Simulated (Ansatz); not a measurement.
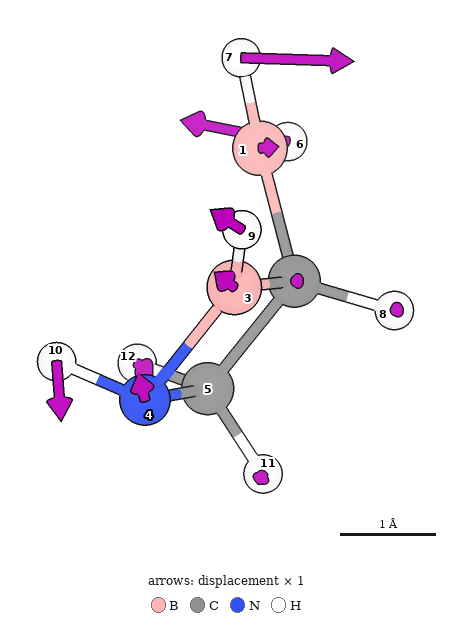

This is a relaxation of C2H7B2N (coarse preliminary run). The starting structure is drawn; purple arrows show the displacements, at their true length. The two geometries are superimposed by the best rigid fit.

Style: ball-and-stick. Shown from a free direction.

The start comes from a force field.

Theory: RKS PBE-D4/def2-SVP (Ansatz).

Input
```yaml
crystal:
  periodic: [false, false, false]
  atoms:
    - {symbol: B, position_ang: [-1.105400, -1.060500, 0.730900]}
    - {symbol: C, position_ang: [-0.586600, 0.324100, 0.069000]}
    - {symbol: B, position_ang: [0.702800, 0.862500, 0.810600]}
    - {symbol: N, position_ang: [1.537500, 0.599600, -0.520400]}
    - {symbol: C, position_ang: [0.255700, 0.103900, -1.166000]}
    - {symbol: H, position_ang: [-1.970500, -1.624500, 0.136200]}
    - {symbol: H, position_ang: [-0.897300, -1.281600, 1.851300]}
    - {symbol: H, position_ang: [-1.313900, 1.134500, -0.067300]}
    - {symbol: H, position_ang: [1.033600, 1.262000, 1.944000]}
    - {symbol: H, position_ang: [2.111200, -0.217300, -0.328700]}
    - {symbol: H, position_ang: [-0.052400, 0.784900, -1.961500]}
    - {symbol: H, position_ang: [0.362200, -0.942700, -1.464000]}
basis:
  gaussian: {orbitals: def2-SVP}
hamiltonian: {xc: pbe, dispersion: d4}
relax: {f_tol: 0.03, max_steps: 200}
```

Launched with:
```bash
ansatz run in.yaml --threads 4 --pin off --events-out ev --progress --plain --max-ram 10444MiB
```

Q: Atoms of which element are displaced furthest, and by how much?

A: Hydrogen: up to 1.36 Å, against 0.35 Å for nitrogen.

Q: What happened in the run?

A: The atom that moves furthest after the best rigid fit is H6 (1.36 Å). Largest moves by element: H 1.36 Å, N 0.35 Å, B 0.34 Å, C 0.15 Å. Near-neighbour distances that change, for instance: B3–N4 1.593 → 1.399 Å, B1–C2 1.620 → 1.522 Å, C2–B3 1.582 → 1.656 Å, B1–H7 1.161 → 1.219 Å. Bond angles that change, for instance: B3–N4–H10 105.7° → 138.0°, C5–N4–H10 107.1° → 127.1°, B1–C2–B3 111.1° → 97.4°. The energy falls by 1.798 eV in 19 accepted moves (20 points after the start). The largest force component goes from 2.6 to 0.012 eV/Å. The line search rejected the trial step at point 18 of the run. The run took 23 s on 4 threads of Arm Neoverse V1, with other jobs on the host.
